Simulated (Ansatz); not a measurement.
Take SrTiO3 in the cubic perovskite structure (space group Pm-3m, No. 221; a = 3.891 Å) as the base. Axes: x, y, z lie along the cube axes.

The change: uniaxial strain ε_zz = +2.40 %, all other strain components held at zero; the atoms relax in the strained cell.

Calculations: Ansatz (a quantum-chemistry and plane-wave program) PBEsol, scalar-relativistic without spin-orbit coupling.

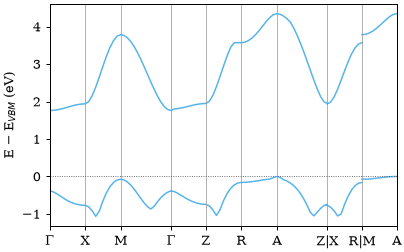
*Highest valence and lowest conduction band along the path of the changed cell's own zone*

The gap is 1.76 eV, indirect, A → Γ; the base has 1.85 eV.

Stability against distortions was not tested. All final runs are without spin polarisation. Many cubic perovskites are stable only at high temperature; tilts and polar distortions were not tested. Labels are those of the standard path for the cell's own space group.
